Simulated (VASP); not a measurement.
# A VASP study of Zr2Ir (PBEsol): structure first, properties next, part 4 of 5

Aim: relax Zr2Ir with PBEsol, compute its properties on that cell and hold them against experiment. The start is a computed cell from the Materials Project.

VASP 6.6.1; PBEsol; plane waves and PAW (Zr_sv, Ir).

So far. Step 5 (Band structure (PBEsol)): There is no gap at this level. Step 6 (Total and projected DOS (PBEsol)): The finer mesh and the other smearing move the Fermi level by +0.03 eV from the 5×5×5 run, a small shift, which tests the Fermi level alone. Of the states within 0.3 eV of the Fermi level, the largest shares in the PAW spheres are Zr d 44 %, Ir d 12 % and Ir p 6 %. The rest lies in smaller channels or between the spheres. The relaxed cell has a = 6.460, c = 5.667 Å (conventional setting).

### 7. Vibrations at Γ (PBEsol) (continued)

OUTCAR, selected parts (step 7):

```text
   k-points           NKPTS =     40   k-points in BZ     NKDIM =     40   number of bands    NBANDS=     40

   NELECT =      66.0000    total number of electrons

  Total       -0.0649455     -0.0649455     -0.0017322      0.0000000      0.0000000      0.0000000
  in kB       -0.8800489     -0.8800489     -0.0234725      0.0000000      0.0000000      0.0000000
  external PRESSURE =      -0.5945234 kB  Pullay stress =       0.0000000 kB

 POSITION                                       TOTAL-FORCE (eV/Angst)
 -----------------------------------------------------------------------------------
      1.09995      4.32991     -0.00000        -0.020459     -0.020459      0.000000
      2.13001     -1.09995      2.83333         0.020459      0.020459     -0.000000
      1.09995      2.13001      2.83333        -0.020459      0.020459      0.000000
      2.13001      1.09995      0.00000         0.020459     -0.020459      0.000000
      0.00000      0.00000      4.25000         0.000000     -0.000000      0.000000
      0.00000      0.00000      1.41667         0.000000     -0.000000      0.000000
 -----------------------------------------------------------------------------------
    total drift:                                0.000000      0.000000     -0.000000

 Eigenvectors and eigenvalues of the dynamical matrix
 ----------------------------------------------------

   1 f  =    6.342567 THz    39.851522 2PiTHz  211.565253 cm-1    26.230737 meV
             X         Y         Z           dx          dy          dz
      1.099951  4.329914 -0.000000    -0.256773    0.256773    0.000000
      2.130012 -1.099951  2.833333     0.256773   -0.256773    0.000000
      1.099951  2.130012  2.833333     0.256773    0.256773   -0.000000
      2.130012  1.099951  0.000000    -0.256773   -0.256773    0.000000
      0.000000  0.000000  4.250000    -0.000000   -0.000000    0.486077
      0.000000  0.000000  1.416667     0.000000    0.000000   -0.486077

   2 f  =    5.404896 THz    33.959964 2PiTHz  180.287930 cm-1    22.352844 meV
             X         Y         Z           dx          dy          dz
      1.099951  4.329914 -0.000000     0.000000    0.000000    0.558354
      2.130012 -1.099951  2.833333    -0.000000   -0.000000   -0.558354
      1.099951  2.130012  2.833333    -0.000000   -0.000000   -0.408413
      2.130012  1.099951  0.000000    -0.000000   -0.000000    0.408413
      0.000000  0.000000  4.250000    -0.144692    0.022441    0.000000
      0.000000  0.000000  1.416667     0.144692   -0.022441   -0.000000

   3 f  =    5.404896 THz    33.959964 2PiTHz  180.287930 cm-1    22.352844 meV
             X         Y         Z           dx          dy          dz
      1.099951  4.329914 -0.000000    -0.000000    0.000000    0.408413
      2.130012 -1.099951  2.833333    -0.000000    0.000000   -0.408413
      1.099951  2.130012  2.833333    -0.000000   -0.000000    0.558354
      2.130012  1.099951  0.000000    -0.000000   -0.000000   -0.558354
      0.000000  0.000000  4.250000     0.022441    0.144692    0.000000
      0.000000  0.000000  1.416667    -0.022441   -0.144692   -0.000000

   4 f  =    5.257713 THz    33.035183 2PiTHz  175.378419 cm-1    21.744143 meV
             X         Y         Z           dx          dy          dz
      1.099951  4.329914 -0.000000    -0.322702    0.447422   -0.000000
      2.130012 -1.099951  2.833333    -0.322702    0.447422    0.000000
      1.099951  2.130012  2.833333    -0.080979   -0.320324   -0.000000
      2.130012  1.099951  0.000000    -0.080979   -0.320324    0.000000
      0.000000  0.000000  4.250000     0.280552   -0.088331    0.000000
      0.000000  0.000000  1.416667     0.280552   -0.088331   -0.000000

   5 f  =    5.257713 THz    33.035183 2PiTHz  175.378419 cm-1    21.744143 meV
             X         Y         Z           dx          dy          dz
      1.099951  4.329914 -0.000000    -0.320324    0.080979    0.000000
      2.130012 -1.099951  2.833333    -0.320324    0.080979   -0.000000
[...]
2.130012 -1.099951  2.833333    -0.353553   -0.353553   -0.000000
      1.099951  2.130012  2.833333    -0.353553    0.353553    0.000000
      2.130012  1.099951  0.000000     0.353553   -0.353553    0.000000
      0.000000  0.000000  4.250000    -0.000000   -0.000000   -0.000000
      0.000000  0.000000  1.416667     0.000000    0.000000    0.000000

   8 f  =    4.029146 THz    25.315869 2PiTHz  134.397831 cm-1    16.663200 meV
             X         Y         Z           dx          dy          dz
      1.099951  4.329914 -0.000000    -0.243038    0.243038    0.000000
      2.130012 -1.099951  2.833333     0.243038   -0.243038    0.000000
      1.099951  2.130012  2.833333     0.243038    0.243038   -0.000000
      2.130012  1.099951  0.000000    -0.243038   -0.243038   -0.000000
      0.000000  0.000000  4.250000    -0.000000   -0.000000   -0.513546
      0.000000  0.000000  1.416667     0.000000    0.000000    0.513546

   9 f  =    3.974415 THz    24.971986 2PiTHz  132.572217 cm-1    16.436853 meV
             X         Y         Z           dx          dy          dz
      1.099951  4.329914 -0.000000     0.000000   -0.000000   -0.500000
      2.130012 -1.099951  2.833333    -0.000000    0.000000   -0.500000
      1.099951  2.130012  2.833333     0.000000    0.000000    0.500000
      2.130012  1.099951  0.000000    -0.000000   -0.000000    0.500000
      0.000000  0.000000  4.250000     0.000000   -0.000000   -0.000000
      0.000000  0.000000  1.416667    -0.000000   -0.000000    0.000000

  10 f  =    3.953402 THz    24.839960 2PiTHz  131.871311 cm-1    16.349951 meV
             X         Y         Z           dx          dy          dz
      1.099951  4.329914 -0.000000     0.353553   -0.353553    0.000000
      2.130012 -1.099951  2.833333    -0.353553    0.353553    0.000000
      1.099951  2.130012  2.833333     0.353553    0.353553   -0.000000
      2.130012  1.099951  0.000000    -0.353553   -0.353553   -0.000000
      0.000000  0.000000  4.250000     0.000000   -0.000000   -0.000000
      0.000000  0.000000  1.416667    -0.000000    0.000000    0.000000

  11 f  =    3.215437 THz    20.203186 2PiTHz  107.255431 cm-1    13.297973 meV
             X         Y         Z           dx          dy          dz
      1.099951  4.329914 -0.000000    -0.000000   -0.000000   -0.358305
      2.130012 -1.099951  2.833333    -0.000000   -0.000000   -0.358305
      1.099951  2.130012  2.833333    -0.000000   -0.000000   -0.358305
      2.130012  1.099951  0.000000     0.000000    0.000000   -0.358305
      0.000000  0.000000  4.250000     0.000000    0.000000    0.493189
      0.000000  0.000000  1.416667     0.000000    0.000000    0.493189

  12 f  =    2.774681 THz    17.433836 2PiTHz   92.553400 cm-1    11.475154 meV
             X         Y         Z           dx          dy          dz
      1.099951  4.329914 -0.000000     0.241542    0.233263    0.000000
      2.130012 -1.099951  2.833333     0.241542    0.233263    0.000000
      1.099951  2.130012  2.833333    -0.342725    0.336942   -0.000000
      2.130012  1.099951  0.000000    -0.342725    0.336942   -0.000000
      0.000000  0.000000  4.250000     0.069066   -0.389212   -0.000000
      0.000000  0.000000  1.416667     0.069066   -0.389212    0.000000

  13 f  =    2.774681 THz    17.433836 2PiTHz   92.553400 cm-1    11.475154 meV
             X         Y         Z           dx          dy          dz
      1.099951  4.329914 -0.000000    -0.336942   -0.342725    0.000000
      2.130012 -1.099951  2.833333    -0.336942   -0.342725    0.000000
      1.099951  2.130012  2.833333    -0.233263    0.241542   -0.000000
      2.130012  1.099951  0.000000    -0.233263    0.241542    0.000000
      0.000000  0.000000  4.250000     0.389212    0.069066   -0.000000
      0.000000  0.000000  1.416667     0.389212    0.069066   -0.000000
    [... 43 further lines ...]
      0.000000  0.000000  4.250000     0.498641    0.092684   -0.000000
      0.000000  0.000000  1.416667     0.498641    0.092684   -0.000000

 ELASTIC MODULI CONTR FROM IONIC RELAXATION (kBar)
 Direction    XX          YY          ZZ          XY          YZ          ZX
 --------------------------------------------------------------------------------
 XX        -124.9364    -84.0157   -255.4537      0.0000     -0.0000      0.0000
 YY         -84.0157   -124.9364   -255.4537     -0.0000      0.0000      0.0000
 ZZ        -255.4537   -255.4537   -624.6083      0.0000     -0.0000      0.0000
 XY           0.0000      0.0000     -0.0000   -155.4837     -0.0000     -0.0000
 YZ          -0.0000      0.0000     -0.0000     -0.0000    -85.6048     -0.0000
 ZX           0.0000      0.0000      0.0000     -0.0000     -0.0000    -77.5958
 --------------------------------------------------------------------------------

[... 7 parts as in an earlier step ...]

[... 3 further parts left out ...]
```

Energies printed during the response cycles are not total energies of the cell.

Numbers from this step:

```
bands                     : 40
irreducible k points      : 40
pressure of the cell      : -0.05945 GPa
largest force of the cell : 0.02893 eV/Å
Fermi energy              : 9.250 eV
```

Modes at Γ, with each element's share of the kinetic energy:

```
mode  frequency (cm⁻¹)  symmetry  Zr %  Ir %
   1              -0.6  acoustic    49    51
   2              -0.6  acoustic    49    51
   3              -0.1  acoustic    49    51
   4              79.3        Eg     4    96
   5              79.3        Eg     4    96
   6              92.6        Eu    69    31
   7              92.6        Eu    69    31
   8             107.3       A2u    51    49
   9             131.9        Bg   100     0
  10             132.6        Bu   100     0
  11             134.4       A2g    47    53
  12             135.6        Bg   100     0
  13             151.4       A1g   100     0
  14             175.4        Eu    83    17
  15             175.4        Eu    83    17
  16             180.3        Eg    96     4
  17             180.3        Eg    96     4
  18             211.6       A2g    53    47
```

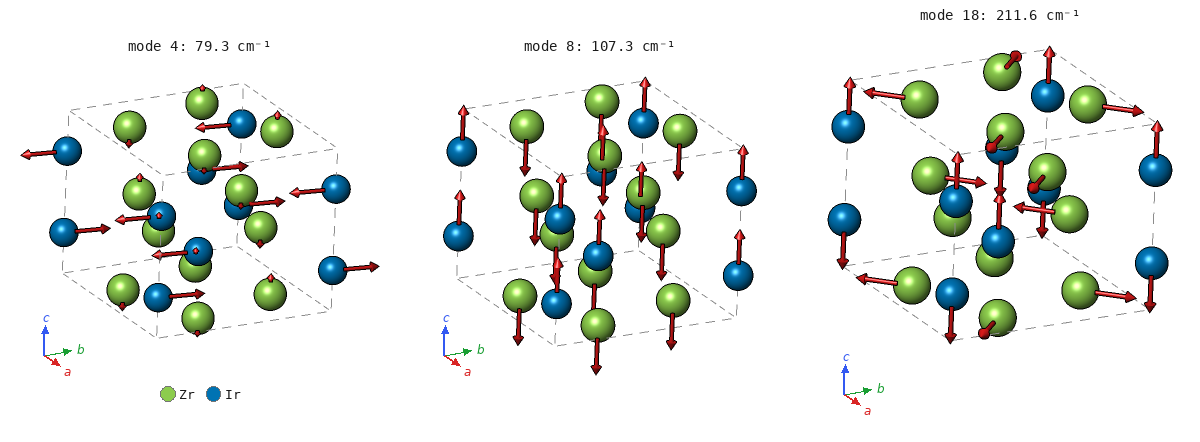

Displacement patterns of modes 4, 8 and 18 at Γ; arrows are exaggerated. Some periodic images of atoms are drawn too.

The three acoustic modes lie within 0.6 cm⁻¹ of zero, and all others are real. By the characters of their eigenvectors the optical modes sort into (cm⁻¹) Raman active: Eg 79, Bg 132, Bg 136, A1g 151, Eg 180; infrared active: Eu 93, A2u 107, Eu 175; silent: Bu 133, A2g 134, A2g 212. B labels carry no number here, since it depends on the setting of the axes. With a centre of inversion no mode is active in both.

(Continued in part 5 of 5.)

[Lines on the potential files, build, host, timing and source positions are cut from VASP's logs without a mark.]

[Logs are printed without paths, hosts, clocks, repeated set-up lines and the standing remarks that a program may print on its own settings, such as how far it seeks lower states.]

[Hosts, paths, dates, database ids (printed as entryN), source tags and the programs' standing remarks are cut or masked in the printed files.]

[A measured line is paired with the nearest computed mode of its activity, which favours agreement.]
